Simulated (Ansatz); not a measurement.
# Deformation potentials of SiO2 (P4_32_12) by GW, part 4 of 4

Does the cheap functional get the change of gap under strain right for SiO2 (P4_32_12)?

Ansatz 0.2.0; a semilocal functional, HSE06 and G0W0, plane waves, PAW. Known limits of the many-body steps: not at the basis limit; coarse k mesh.

So far. Step 16 (Biaxial in xy -4.0 %: HSE06): The gap stands +2.09 eV against LDA. Step 17 (Uniaxial along x -1.5 %: LDA): The gap is direct, at Γ.

### 18. Uniaxial along x -1.5 %: G0W0

This step: G0W0 on LDA, plane waves, PAW; PAW set soft_1.

File input.yaml:

```yaml
crystal:
  lattice:
    - [4.8589065, 0.0, 0.0]
    - [0.0, 4.9329, 0.0]
    - [0.0, 0.0, 6.4645]
  atoms:
    - { symbol: Si, position: [0.8187355266, 0.8132995571, 0.4992626997] }
    - { symbol: Si, position: [0.6812644734, 0.3132995571, 0.2507373003] }
    - { symbol: Si, position: [0.1812644734, 0.1867004429, -0.0007373003] }
    - { symbol: Si, position: [0.3187355266, 0.6867004429, 0.7507373003] }
    - { symbol: O, position: [0.2677414916, 0.3722748767, 0.804888428] }
    - { symbol: O, position: [0.1397918045, 0.7688548532, 0.5504049273] }
    - { symbol: O, position: [0.7322585084, 0.6277251233, 0.304888428] }
    - { symbol: O, position: [0.8602081955, 0.2311451468, 0.0504049273] }
    - { symbol: O, position: [0.7677414916, 0.1277251233, 0.445111572] }
    - { symbol: O, position: [0.6397918045, 0.7311451468, 0.6995950727] }
    - { symbol: O, position: [0.2322585084, 0.8722748767, 0.945111572] }
    - { symbol: O, position: [0.3602081955, 0.2688548532, 0.1995950727] }
kpoints:
  mp_grid: { grid: [4, 4, 2] }
hamiltonian:
  xc: lda
  pseudopotentials: { kind: paw, azcp: { folder: soft_1 }, xc_functional: pbe }
scf:
  occupations: { method: fixed }
gw:
  n_empty_bands: 591
  ecut_chi: 140
  qp_bands: [v4, c4]
  qp_kpoints: band_edges
  screening: { model: contour_deformation }
```

Launch:

```console
$ ansatz run input.yaml --threads 4 --pin off --max-ram 138240MiB --backend cuda --events-out ev --progress --plain --runs-dir out --devices 1 --max-vram 26GiB
```

Numbers of over 12 decimals in the logs are rounded to 6 here.

The program printed:

```text
GPUs: using 1 of 1 available (devices: 1).
[...]
GPU FFT provider: cuFFT
GPU libraries: cuBLAS 13.8.2, cuFFT 12.4.0, cuSOLVER 12.3.4
Crystal: 12 atoms, lattice volume = 154.944 Å³
Basis set: ecut = 420 eV, 3061 PW (Γ)
Bands: 44, of which v1, the nominal top of the filled ones, is band 32 counted from 1 (31 counted from 0)
Symmetry: 4 space group operations
[...]
k-points: 18 of 32
[...]
0    36     11.2990    -6.1532    -4.1307   -12.1953  0.8584    13.2341    13.2104  root
[...]
17    33     11.0031    -7.9382    -3.9607   -13.8026  0.8498    12.9311    12.9068  root
    17    34     11.0031    -7.9382    -3.9607   -13.8026  0.8498    12.9311    12.9068  root
    17    35     11.0031    -7.9382    -3.9607   -13.8026  0.8498    12.9311    12.9068  root
    17    36     11.0031    -7.9382    -3.9607   -13.8026  0.8498    12.9311    12.9068  root
[key lines of the parts left out:]
SCF converged after 9 iterations
Free energy (F): -6890.716200 eV
Fermi energy:    1.984237 eV
```

It took 52 s on 1 × NVIDIA H100 80GB HBM3 (shared by 3 runs) with 4 threads of AMD EPYC 7R13 (Zen 3), shared host; peak memory 2.7 GiB; 86 s of CPU time.

Numbers from this step:

- bands summed: 623
- RPA ε∞ on this mesh (eigenvalues): 2.320, 2.370, 2.372
- plane waves in the screening matrix: 585
- G0W0 gap on the mesh: 8.761 eV
- k of the valence top: 0, 0, 0
- k of the conduction bottom: 0, 0, 0
- starting gap on the mesh: 5.627 eV
- least direct G0W0 gap on the computed points: 8.761 eV

The gap on the mesh goes from 5.63 eV to 8.76 eV, a correction of +3.13 eV. Between the two edge states, bare exchange in place of the xc potential would open the gap by 10.72 eV, and correlation takes back 7.58 eV.

### 19. Uniaxial along x -1.5 %: HSE06

This step: DFT, HSE06, plane waves, PAW; PAW set soft_1.

Changes to input.yaml since step 18:

```diff
@@ -20,12 +20,22 @@
   mp_grid: { grid: [4, 4, 2] }
+  band_path:
+    path:
+      - [0.0, 0.0, 0.0]
+      - [0.0, 0.5, 0.0]
+      - [0.5, 0.5, 0.0]
+      - [0.0, 0.0, 0.5]
+      - [0.0, 0.5, 0.5]
+      - [0.5, 0.5, 0.5]
+    npoints: 1
 hamiltonian:
-  xc: lda
-  pseudopotentials: { kind: paw, azcp: { folder: soft_1 }, xc_functional: pbe }
+  xc: hse06
+  pseudopotentials: { kind: paw, azcp: { folder: soft_1 } }
 scf:
   occupations: { method: fixed }
-gw:
-  n_empty_bands: 591
-  ecut_chi: 140
-  qp_bands: [v4, c4]
-  qp_kpoints: band_edges
-  screening: { model: contour_deformation }
+  n_extra_bands: 8
+output:
+  eigenvalues: true
+  write_density: true
+  write_potential: true
+  elf: true
+  volumetric_format: npy
```

The program printed:

```text
[...]
GPUs: using 1 of 1 available (devices: 1).
[...]
GPU FFT provider: cuFFT
GPU libraries: cuBLAS 13.8.2, cuFFT 12.4.0, cuSOLVER 12.3.4
Crystal: 12 atoms, lattice volume = 154.944 Å³
Basis set: ecut = 420 eV, 3061 PW (Γ)
Bands: 40, of which v1, the nominal top of the filled ones, is band 32 counted from 1 (31 counted from 0)
Symmetry: 4 space group operations
[...]
k-points: 18 of 32
[...]
Fermi energy:    0.981911 eV
[...]
--- Band table (eV; the first three rows and the last of 18) ---
  k-point 0: bands = [... 28 lower, 0.1052, 0.4474, 0.5216, 0.9819, 8.6838, 11.8537, 11.9415, 12.5954, ... 4 higher]
  k-point 1: bands = [... 28 lower, 0.2257, 0.2257, 0.5353, 0.5353, 10.1603, 10.1603, 12.2901, 12.2901, ... 4 higher]
  k-point 2: bands = [... 28 lower, -0.0293, 0.3788, 0.4106, 0.8015, 9.3869, 12.0095, 12.0822, 12.4066, ... 4 higher]
  k-point 17: bands = [... 28 lower, 0.4411, 0.4411, 0.4411, 0.4411, 12.2656, 12.2656, 12.2656, 12.2656, ... 4 higher]
[key lines of the parts left out:]
Free energy (F): -7097.537470 eV
```

It took 23 s on 1 × NVIDIA H100 80GB HBM3 (shared by 3 runs) with 4 threads; peak memory 1.3 GiB.

Numbers from this step:

- gap: 7.702 eV
- valence top at: Γ
- conduction bottom at: Γ
- least direct gap: 7.702 eV

The gap stands +2.07 eV against LDA.

### 20. Gaps under strain

Gaps in eV; G0W0 is the start's gap plus the shift on one mesh and one count of bands for all cells.

```
                 strain   LDA  G0W0@LDA  HSE06  change, LDA  change, G0W0@LDA  change, HSE06
             unstrained  5.58      8.72   7.65            -                 -              -
     hydrostatic -0.5 %  5.61      8.75   7.69       +0.031            +0.029         +0.036
     hydrostatic -1.5 %  5.67      8.80   7.75       +0.090            +0.082         +0.103
uniaxial along z -1.0 %  5.58      8.72   7.65      +0.0002            −0.001         +0.004
   biaxial in xy -4.0 %  5.80      8.90   7.89       +0.215            +0.188         +0.234
uniaxial along x -1.5 %  5.63      8.76   7.70       +0.047            +0.044         +0.051
```

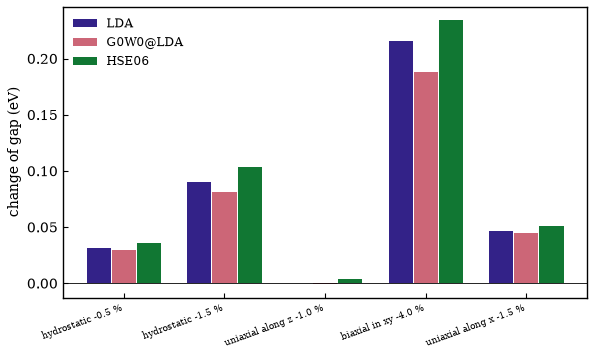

Change of the gap for each strain and level.

### 21. Results

```
unstrained              : LDA 5.58, G0W0@LDA 8.72, HSE06 7.65 eV
hydrostatic -0.5 %      : LDA 5.61, G0W0@LDA 8.75, HSE06 7.69 eV
hydrostatic -1.5 %      : LDA 5.67, G0W0@LDA 8.80, HSE06 7.75 eV
uniaxial along z -1.0 % : LDA 5.58, G0W0@LDA 8.72, HSE06 7.65 eV
biaxial in xy -4.0 %    : LDA 5.80, G0W0@LDA 8.90, HSE06 7.89 eV
uniaxial along x -1.5 % : LDA 5.63, G0W0@LDA 8.76, HSE06 7.70 eV
```

What this shows: Hydrostatic -0.5 %: the G0W0@LDA gap changes by under 0.03 eV, which these settings can't resolve. Hydrostatic -1.5 %: the G0W0@LDA gap changes by +0.08 eV. Uniaxial along z -1.0 %: the G0W0@LDA gap changes by under 0.03 eV, which these settings can't resolve. Biaxial in xy -4.0 %: the G0W0@LDA gap changes by +0.19 eV. The slope for hydrostatic strain is −0.054 eV for each per cent, between hydrostatic -1.5 % and unstrained. The slope for biaxial xy strain is −0.047 eV for each per cent, between biaxial in xy -4.0 % and unstrained. LDA misses the unstrained G0W0@LDA gap by −3.14 eV but its changes by 0.027 eV at most. HSE06 misses the unstrained G0W0@LDA gap by −1.07 eV but its changes by 0.046 eV at most. Levels are read on the mesh, at the zone's corners and at the band edges found on the unstrained path, so a valley that moves off them is missed. The count of screening plane waves jumps between cells, which leaves noise of a few hundredths of an eV in G0W0. The 4×4×2 mesh is coarse for this cell (its supercell is 13 Å along the shortest edge). The RPA ε∞ on it, from the LDA start, is 2.30 and 2.35; such meshes misread the long-range screening, most where the gap is narrow.

[Paths, hosts, dates, memory and timing lines, banners, echoed tables and standing remarks are left out of the program output.]

[Logs are printed without paths, hosts, clocks, repeated set-up lines and the standing remarks that a program may print on its own settings, such as how far it seeks lower states.]

[Runs of the session that timed out or met a known fault of the program may be left out.]

[Cells called generated may have been cut or substituted from an entry of the Crystallography Open Database or the Materials Project.]

[Hosts, paths, dates, database ids (printed as entryN), source tags and the programs' standing remarks are cut or masked in the printed files.]
